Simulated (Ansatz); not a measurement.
**CHNSi (triplet): wB97M-V, B2PLYP over vertical spin and charge gaps, def2-QZVPP**

Aim: run CHNSi (triplet) with these functionals over vertical spin and charge gaps, and hold them against the top wave-function level at the same points.

Computed with Ansatz 0.2.0, Gaussian basis. Level: def2-QZVPP, all electrons in the functionals, frozen cores in the correlation of double hybrids and RPA.

The runs, in order: wB97M-V, B2PLYP, at charge 0, triplet; charge 0, singlet; charge 0, quintet; charge 1, doublet; charge 1, quartet.

5 further runs of the same task are left out: 1 that didn't finish, 4 set aside as unsound or not needed.

### Step 1. What is computed

The geometry is a PBE0/def2-TZVP stationary point (not a proven minimum).

4 atoms, charge 0, spin multiplicity 3.

Atoms are counted from 1 here; the program's logs count them from 0.

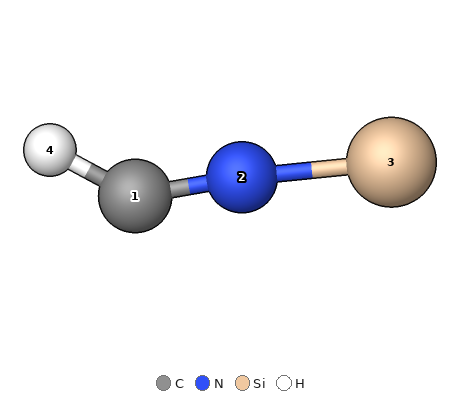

The geometry (carbon grey, nitrogen blue, silicon light orange, hydrogen white); atoms are numbered from 1 in the order of the file.

Geometry (Å):

```csv
atom,x (Å),y (Å),z (Å)
C1,0.00000,-0.20374,0.79744
N2,-0.00001,-0.10376,-0.40886
Si3,0.00000,-0.08703,-2.08565
H4,0.00000,0.39453,1.69707
```

No dispersion term is added; wB97M-V holds VV10 nonlocal correlation.

The geometry shown and the zero of energy belong to the point charge 0, triplet. The yardstick, UCCSD(T), and other wave-function levels (R restricted, U unrestricted, valence and pair active spaces) come from earlier runs.

### Step 2. wB97M-V, charge 0, triplet

in.yaml

```yaml
crystal:
  periodic: [false, false, false]
  atoms:
    - {symbol: C, position_ang: [0.000003, -0.203741, 0.797438]}
    - {symbol: N, position_ang: [-0.000006, -0.103756, -0.408858]}
    - {symbol: Si, position_ang: [0.000001, -0.087034, -2.085648]}
    - {symbol: H, position_ang: [0.000003, 0.394532, 1.697068]}
basis:
  gaussian: {orbitals: "def2-QZVPP.json"}
magnetization: {spin_polarized: true, initial_magnetization: 2}
hamiltonian: {xc: {name: wB97M-V}}
output: {orbitals: {seedname: orbitals}}
```

Launch:

```bash
ansatz run in.yaml --threads 1 --pin off --events-out ev --progress --plain --max-ram 2393MiB
```

Output, cut to the lines that bear on the results:

```text
Functional definition: wB97M-V
  name "wB97M-V"
  cite "Mardirossian & Head-Gordon, J. Chem. Phys. 144, 214110 (2016) doi:10.1063/1.4952647"
  cite "Becke, J. Chem. Phys. 107, 8554 (1997) doi:10.1063/1.475007"
  cite "Vydrov & Van Voorhis, J. Chem. Phys. 133, 244103 (2010) doi:10.1063/1.3521275"
  # Of w^i u^j: cxij and so on, Table III.
[...]
  gx(w, u) = 1 - cx + cx01*u + cx10*w
  gss(w, u) = css00 + css04*u^4 + css10*w + css20*w^2 + css43*w^4*u^3
  gos(w, u) = cos00 + cos10*w + (cos20 + cos21*u)*w^2 + (cos60 + cos61*u)*w^6
[...]
      + integral(e_c_pw_mod_opposite_spin*gos(b97_w_opposite, b97_u_opposite)) + vv10(b, c)
757 factors; their error is unknown
170 factors; integrals over basis functions are off by at most 6.5e-5 eV
[...]
mean field -10417.71399081 eV, -382.8439277822 hartree, gradient 3.5e-5 eV, S^2 2.037714; 2 other end points of the search recorded, 0 dependent functions left out
reference -10417.71403278 eV, -382.8439293246 hartree; 15, 13 occupied and 199, 201 virtual orbitals, 757 factors
Total energy: -10417.71403278 eV, -382.8439293246 hartree
```

Wall time 11 s (1 thread of Intel Xeon 6975P-C, shared host); peak memory 0.56 GiB.

From the report: ⟨S²⟩ of the determinant 2.038 (pure triplet: 2.00).

### Step 3. wB97M-V, charge 0, singlet

in.yaml, as its differences from that of step 2:

```diff
@@ -9,3 +9,3 @@
   gaussian: {orbitals: "def2-QZVPP.json"}
-magnetization: {spin_polarized: true, initial_magnetization: 2}
+magnetization: {spin_polarized: true, initial_magnetization: 0}
 hamiltonian: {xc: {name: wB97M-V}}
```

Same command.

Output, cut to the lines that bear on the results:

```text
Functional definition: wB97M-V
  name "wB97M-V"
  cite "Mardirossian & Head-Gordon, J. Chem. Phys. 144, 214110 (2016) doi:10.1063/1.4952647"
  cite "Becke, J. Chem. Phys. 107, 8554 (1997) doi:10.1063/1.475007"
  cite "Vydrov & Van Voorhis, J. Chem. Phys. 133, 244103 (2010) doi:10.1063/1.3521275"
  # Of w^i u^j: cxij and so on, Table III.
[...]
  gx(w, u) = 1 - cx + cx01*u + cx10*w
  gss(w, u) = css00 + css04*u^4 + css10*w + css20*w^2 + css43*w^4*u^3
  gos(w, u) = cos00 + cos10*w + (cos20 + cos21*u)*w^2 + (cos60 + cos61*u)*w^6
[...]
      + integral(e_c_pw_mod_opposite_spin*gos(b97_w_opposite, b97_u_opposite)) + vv10(b, c)
757 factors; their error is unknown
170 factors; integrals over basis functions are off by at most 6.5e-5 eV
[...]
mean field -10417.44632886 eV, -382.8340913868 hartree, gradient 8.1e-6 eV, S^2 0.796900; 10 other end points of the search recorded, 0 dependent functions left out
reference -10417.44637095 eV, -382.8340929335 hartree; 14, 14 occupied and 200, 200 virtual orbitals, 757 factors
Total energy: -10417.44637095 eV, -382.8340929335 hartree
```

Run time: 86 s. Hardware: 1 thread of Intel Xeon 6975P-C, shared host; peak memory 0.78 GiB.

From the report: ⟨S²⟩ of the determinant 0.797 (pure singlet: 0.00). The determinant is far from a pure spin state, so its energy mixes those of several spin states (harmless only where they are near-degenerate, as at dissociation).

From charge 0, triplet: +0.268 eV.

### Step 4. wB97M-V, charge 0, quintet

in.yaml, as its differences from that of step 3:

```diff
@@ -9,3 +9,3 @@
   gaussian: {orbitals: "def2-QZVPP.json"}
-magnetization: {spin_polarized: true, initial_magnetization: 0}
+magnetization: {spin_polarized: true, initial_magnetization: 4}
 hamiltonian: {xc: {name: wB97M-V}}
```

Launched as before.

Output, cut to the lines that bear on the results:

```text
Functional definition: wB97M-V
  name "wB97M-V"
  cite "Mardirossian & Head-Gordon, J. Chem. Phys. 144, 214110 (2016) doi:10.1063/1.4952647"
  cite "Becke, J. Chem. Phys. 107, 8554 (1997) doi:10.1063/1.475007"
  cite "Vydrov & Van Voorhis, J. Chem. Phys. 133, 244103 (2010) doi:10.1063/1.3521275"
  # Of w^i u^j: cxij and so on, Table III.
[...]
  gx(w, u) = 1 - cx + cx01*u + cx10*w
  gss(w, u) = css00 + css04*u^4 + css10*w + css20*w^2 + css43*w^4*u^3
  gos(w, u) = cos00 + cos10*w + (cos20 + cos21*u)*w^2 + (cos60 + cos61*u)*w^6
[...]
      + integral(e_c_pw_mod_opposite_spin*gos(b97_w_opposite, b97_u_opposite)) + vv10(b, c)
757 factors; their error is unknown
170 factors; integrals over basis functions are off by at most 6.5e-5 eV
[...]
mean field -10413.03572227 eV, -382.6720045844 hartree, gradient 3.8e-5 eV, S^2 6.012119; 2 other end points of the search recorded, 0 dependent functions left out
reference -10413.03576186 eV, -382.6720060393 hartree; 16, 12 occupied and 198, 202 virtual orbitals, 757 factors
Total energy: -10413.03576186 eV, -382.6720060393 hartree
```

It took 14 s on 1 thread of Intel Xeon 6975P-C, shared host; peak memory 0.57 GiB.

From the report: ⟨S²⟩ of the determinant 6.012 (pure quintet: 6.00).

From charge 0, triplet: +4.678 eV.

### Step 5. wB97M-V, charge 1, doublet

in.yaml, as its differences from that of step 4:

```diff
@@ -9,3 +9,4 @@
   gaussian: {orbitals: "def2-QZVPP.json"}
-magnetization: {spin_polarized: true, initial_magnetization: 4}
+total_charge: 1
+magnetization: {spin_polarized: true, initial_magnetization: 1}
 hamiltonian: {xc: {name: wB97M-V}}
```

Same command.

Output, cut to the lines that bear on the results:

```text
Functional definition: wB97M-V
  name "wB97M-V"
  cite "Mardirossian & Head-Gordon, J. Chem. Phys. 144, 214110 (2016) doi:10.1063/1.4952647"
  cite "Becke, J. Chem. Phys. 107, 8554 (1997) doi:10.1063/1.475007"
  cite "Vydrov & Van Voorhis, J. Chem. Phys. 133, 244103 (2010) doi:10.1063/1.3521275"
  # Of w^i u^j: cxij and so on, Table III.
[...]
  gx(w, u) = 1 - cx + cx01*u + cx10*w
  gss(w, u) = css00 + css04*u^4 + css10*w + css20*w^2 + css43*w^4*u^3
  gos(w, u) = cos00 + cos10*w + (cos20 + cos21*u)*w^2 + (cos60 + cos61*u)*w^6
[...]
      + integral(e_c_pw_mod_opposite_spin*gos(b97_w_opposite, b97_u_opposite)) + vv10(b, c)
757 factors; their error is unknown
170 factors; integrals over basis functions are off by at most 6.5e-5 eV
[...]
mean field -10410.68582455 eV, -382.5856474361 hartree, gradient 3.2e-5 eV, S^2 0.767630; 2 other end points of the search recorded, 0 dependent functions left out
reference -10410.68587041 eV, -382.5856491211 hartree; 14, 13 occupied and 200, 201 virtual orbitals, 757 factors
Total energy: -10410.68587041 eV, -382.5856491211 hartree
```

It took 21 s on 1 thread of Intel Xeon 6975P-C, shared host; peak memory 0.72 GiB.

From the report: ⟨S²⟩ of the determinant 0.768 (pure doublet: 0.75).

From charge 0, triplet: +7.028 eV.

### Step 6. wB97M-V, charge 1, quartet

in.yaml, as its differences from that of step 5:

```diff
@@ -10,3 +10,3 @@
 total_charge: 1
-magnetization: {spin_polarized: true, initial_magnetization: 1}
+magnetization: {spin_polarized: true, initial_magnetization: 3}
 hamiltonian: {xc: {name: wB97M-V}}
```

The command is unchanged.

Output, cut to the lines that bear on the results:

```text
Functional definition: wB97M-V
  name "wB97M-V"
  cite "Mardirossian & Head-Gordon, J. Chem. Phys. 144, 214110 (2016) doi:10.1063/1.4952647"
  cite "Becke, J. Chem. Phys. 107, 8554 (1997) doi:10.1063/1.475007"
  cite "Vydrov & Van Voorhis, J. Chem. Phys. 133, 244103 (2010) doi:10.1063/1.3521275"
  # Of w^i u^j: cxij and so on, Table III.
[...]
  gx(w, u) = 1 - cx + cx01*u + cx10*w
  gss(w, u) = css00 + css04*u^4 + css10*w + css20*w^2 + css43*w^4*u^3
  gos(w, u) = cos00 + cos10*w + (cos20 + cos21*u)*w^2 + (cos60 + cos61*u)*w^6
[...]
      + integral(e_c_pw_mod_opposite_spin*gos(b97_w_opposite, b97_u_opposite)) + vv10(b, c)
757 factors; their error is unknown
170 factors; integrals over basis functions are off by at most 6.5e-5 eV
[...]
mean field -10407.10033334 eV, -382.4538830642 hartree, gradient 6.2e-5 eV, S^2 3.795613; 0 other end points of the search recorded, 0 dependent functions left out
reference -10407.10037794 eV, -382.4538847034 hartree; 15, 12 occupied and 199, 202 virtual orbitals, 757 factors
Total energy: -10407.10037794 eV, -382.4538847034 hartree
```

It took 10 s on 1 thread of Intel Xeon 6975P-C, shared host; peak memory 0.57 GiB.

From the report: ⟨S²⟩ of the determinant 3.796 (pure quartet: 3.75).

From charge 0, triplet: +10.614 eV.

### Step 7. B2PLYP, charge 0, triplet

in.yaml, as its differences from that of step 6:

```diff
@@ -9,5 +9,4 @@
   gaussian: {orbitals: "def2-QZVPP.json"}
-total_charge: 1
-magnetization: {spin_polarized: true, initial_magnetization: 3}
-hamiltonian: {xc: {name: wB97M-V}}
-output: {orbitals: {seedname: orbitals}}
+magnetization: {spin_polarized: true, initial_magnetization: 2}
+hamiltonian: {xc: {name: B2PLYP}}
+correlation: {electrons: outside_noble_gas}
```

The command is unchanged.

Output, cut to the lines that bear on the results:

```text
Functional definition: B2PLYP
  name "B2PLYP"
  cite "Grimme, J. Chem. Phys. 124, 034108 (2006) doi:10.1063/1.2148954"
  cite "Becke, Phys. Rev. A 38, 3098 (1988) doi:10.1103/PhysRevA.38.3098"
  cite "Lee, Yang & Parr, Phys. Rev. B 37, 785 (1988) doi:10.1103/PhysRevB.37.785"
[...]
1288 factors; integrals over basis functions are off by at most 1.2e-3 eV
[...]
mean field -10410.05944635 eV, -382.5626284616 hartree, gradient 3.9e-6 eV, S^2 2.081387; 4 other end points of the search recorded, 0 dependent functions left out
7 core orbitals not correlated: weight in the atoms' cores, before any rotation towards them, 1.000 or more for the frozen orbitals, at most 0.000 for the correlated occupied ones
reference -10410.05958099 eV, -382.5626334096 hartree; 8, 6 occupied and 199, 201 virtual orbitals, 1288 factors
second order -14.91801397 eV of doubles, -0.00000000 eV of singles
Total energy: -10414.08744476 eV, -382.7106546731 hartree
```

It took 13 s on 1 thread of Intel Xeon 6975P-C, shared host; peak memory 0.66 GiB.

From the report: ⟨S²⟩ of the determinant 2.081 (pure triplet: 2.00).

### Step 8. B2PLYP, charge 0, singlet

in.yaml, as its differences from that of step 7:

```diff
@@ -9,3 +9,3 @@
   gaussian: {orbitals: "def2-QZVPP.json"}
-magnetization: {spin_polarized: true, initial_magnetization: 2}
+magnetization: {spin_polarized: true, initial_magnetization: 0}
 hamiltonian: {xc: {name: B2PLYP}}
```

Same command.

Output, cut to the lines that bear on the results:

```text
Functional definition: B2PLYP
  name "B2PLYP"
  cite "Grimme, J. Chem. Phys. 124, 034108 (2006) doi:10.1063/1.2148954"
  cite "Becke, Phys. Rev. A 38, 3098 (1988) doi:10.1103/PhysRevA.38.3098"
  cite "Lee, Yang & Parr, Phys. Rev. B 37, 785 (1988) doi:10.1103/PhysRevB.37.785"
[...]
1288 factors; integrals over basis functions are off by at most 1.2e-3 eV
[...]
mean field -10409.80362458 eV, -382.5532271848 hartree, gradient 3.4e-6 eV, S^2 1.034256; 9 other end points of the search recorded, 0 dependent functions left out
7 core orbitals not correlated: weight in the atoms' cores, before any rotation towards them, 1.000 or more for the frozen orbitals, at most 0.000 for the correlated occupied ones
reference -10409.80375835 eV, -382.5532321011 hartree; 7, 7 occupied and 200, 200 virtual orbitals, 1288 factors
second order -15.10388527 eV of doubles, -0.00000000 eV of singles
Total energy: -10413.88180738 eV, -382.7030976385 hartree
```

It took 49 s on 1 thread of Intel Xeon 6975P-C, shared host; peak memory 0.72 GiB.

From the report: ⟨S²⟩ of the determinant 1.034 (pure singlet: 0.00). The determinant is far from a pure spin state, so its energy mixes those of several spin states (harmless only where they are near-degenerate, as at dissociation).

From charge 0, triplet: +0.206 eV.

### Step 9. B2PLYP, charge 0, quintet

in.yaml, as its differences from that of step 8:

```diff
@@ -9,3 +9,3 @@
   gaussian: {orbitals: "def2-QZVPP.json"}
-magnetization: {spin_polarized: true, initial_magnetization: 0}
+magnetization: {spin_polarized: true, initial_magnetization: 4}
 hamiltonian: {xc: {name: B2PLYP}}
```

Same command.

Output, cut to the lines that bear on the results:

```text
Functional definition: B2PLYP
  name "B2PLYP"
  cite "Grimme, J. Chem. Phys. 124, 034108 (2006) doi:10.1063/1.2148954"
  cite "Becke, Phys. Rev. A 38, 3098 (1988) doi:10.1103/PhysRevA.38.3098"
  cite "Lee, Yang & Parr, Phys. Rev. B 37, 785 (1988) doi:10.1103/PhysRevB.37.785"
[...]
1288 factors; integrals over basis functions are off by at most 1.2e-3 eV
[...]
mean field -10405.98029999 eV, -382.4127225978 hartree, gradient 5.8e-6 eV, S^2 6.026215; 4 other end points of the search recorded, 0 dependent functions left out
7 core orbitals not correlated: weight in the atoms' cores, before any rotation towards them, 1.000 or more for the frozen orbitals, at most 0.000 for the correlated occupied ones
reference -10405.98043330 eV, -382.4127274970 hartree; 9, 5 occupied and 198, 202 virtual orbitals, 1288 factors
second order -13.40113937 eV of doubles, -0.00000000 eV of singles
Total energy: -10409.59874093 eV, -382.5456978498 hartree
```

Wall time 18 s (1 thread of Intel Xeon 6975P-C, shared host); peak memory 0.69 GiB.

From the report: ⟨S²⟩ of the determinant 6.026 (pure quintet: 6.00).

From charge 0, triplet: +4.489 eV.

### Step 10. B2PLYP, charge 1, doublet

in.yaml, as its differences from that of step 9:

```diff
@@ -9,3 +9,4 @@
   gaussian: {orbitals: "def2-QZVPP.json"}
-magnetization: {spin_polarized: true, initial_magnetization: 4}
+total_charge: 1
+magnetization: {spin_polarized: true, initial_magnetization: 1}
 hamiltonian: {xc: {name: B2PLYP}}
```

The command is unchanged.

Output, cut to the lines that bear on the results:

```text
Functional definition: B2PLYP
  name "B2PLYP"
  cite "Grimme, J. Chem. Phys. 124, 034108 (2006) doi:10.1063/1.2148954"
  cite "Becke, Phys. Rev. A 38, 3098 (1988) doi:10.1103/PhysRevA.38.3098"
  cite "Lee, Yang & Parr, Phys. Rev. B 37, 785 (1988) doi:10.1103/PhysRevB.37.785"
[...]
1288 factors; integrals over basis functions are off by at most 1.2e-3 eV
[...]
mean field -10403.10865520 eV, -382.3071915983 hartree, gradient 9.3e-6 eV, S^2 0.789692; 4 other end points of the search recorded, 0 dependent functions left out
7 core orbitals not correlated: weight in the atoms' cores, before any rotation towards them, 1.000 or more for the frozen orbitals, at most 0.000 for the correlated occupied ones
reference -10403.10879272 eV, -382.3071966521 hartree; 7, 6 occupied and 200, 201 virtual orbitals, 1288 factors
second order -14.15315729 eV of doubles, -0.00000000 eV of singles
Total energy: -10406.93014519 eV, -382.4476287651 hartree
```

Run time: 16 s. Hardware: 1 thread of Intel Xeon 6975P-C, shared host; peak memory 0.65 GiB.

From the report: ⟨S²⟩ of the determinant 0.790 (pure doublet: 0.75).

From charge 0, triplet: +7.157 eV.

### Step 11. B2PLYP, charge 1, quartet

in.yaml, as its differences from that of step 10:

```diff
@@ -10,3 +10,3 @@
 total_charge: 1
-magnetization: {spin_polarized: true, initial_magnetization: 1}
+magnetization: {spin_polarized: true, initial_magnetization: 3}
 hamiltonian: {xc: {name: B2PLYP}}
```

Same command.

Output, cut to the lines that bear on the results:

```text
Functional definition: B2PLYP
  name "B2PLYP"
  cite "Grimme, J. Chem. Phys. 124, 034108 (2006) doi:10.1063/1.2148954"
  cite "Becke, Phys. Rev. A 38, 3098 (1988) doi:10.1103/PhysRevA.38.3098"
  cite "Lee, Yang & Parr, Phys. Rev. B 37, 785 (1988) doi:10.1103/PhysRevB.37.785"
[...]
1288 factors; integrals over basis functions are off by at most 1.2e-3 eV
[...]
mean field -10399.99322862 eV, -382.1927017833 hartree, gradient 7.2e-6 eV, S^2 3.857345; 0 other end points of the search recorded, 0 dependent functions left out
7 core orbitals not correlated: weight in the atoms' cores, before any rotation towards them, 1.000 or more for the frozen orbitals, at most 0.000 for the correlated occupied ones
reference -10399.99336771 eV, -382.1927068946 hartree; 8, 5 occupied and 199, 202 virtual orbitals, 1288 factors
second order -13.49003147 eV of doubles, -0.00000000 eV of singles
Total energy: -10403.63567620 eV, -382.3265592629 hartree
```

Run time: 11 s. Hardware: 1 thread of Intel Xeon 6975P-C, shared host; peak memory 0.67 GiB.

From the report: ⟨S²⟩ of the determinant 3.857 (pure quartet: 3.75).

From charge 0, triplet: +10.452 eV.

### Step 12. Against the wave-function levels

No level is safe as a reference over these points; UCCSD(T) serves as a yardstick only. It comes from earlier runs at the same points. Energies in eV, counted from charge 0, triplet; blanks weren't run or aren't comparable.

```csv
level,triplet to singlet,triplet to quintet,ionisation to the doublet cation,ionisation to the quartet cation
UCCSD(T),,4.310,7.193,10.297
wB97M-V,0.268,4.678,7.028,10.614
B2PLYP,0.206,4.489,7.157,10.452
```

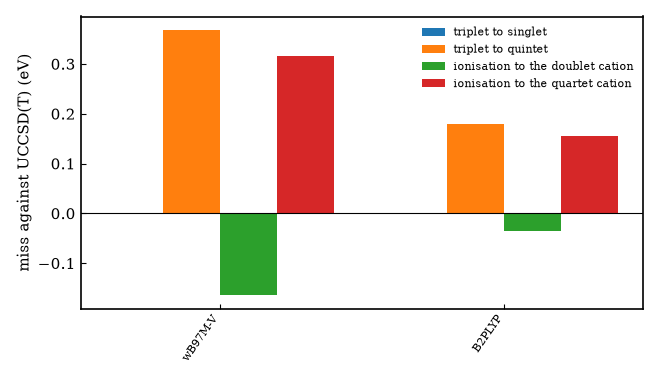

Misses of the gaps against UCCSD(T).

Largest miss and mean time a point (UCCSD(T) took 47 s a point; shared hosts):

```csv
level,largest miss (eV),where,time a point
wB97M-V,+0.369,triplet to quintet,28 s
B2PLYP,+0.179,triplet to quintet,21 s
```

### Step 13. What came out

| quantity | value |
| --- | --- |
| triplet to quintet, UCCSD(T) | 4.310 eV |
| ionisation to the doublet cation, UCCSD(T) | 7.193 eV |
| ionisation to the quartet cation, UCCSD(T) | 10.297 eV |
| largest miss, wB97M-V | +0.369 eV (triplet to quintet) |
| largest miss, B2PLYP | +0.179 eV (triplet to quintet) |

What this shows: Misses are known at 3 of 4 points at best, and only functionals with that many are ranked. Of the functionals, B2PLYP keep the smallest largest miss at the points compared (at most 0.179 eV) and wB97M-V strays most (0.369 eV, at triplet to quintet). wB97M-V, B2PLYP clearly break the spin symmetry at some points (⟨S²⟩ up to 1.03 above the pure value), so energy there is bought with a mixed spin. Functionals and the yardstick converge differently with the basis, so part of each miss in def2-QZVPP is the basis. The yardstick itself may be off where one determinant is a poor start.
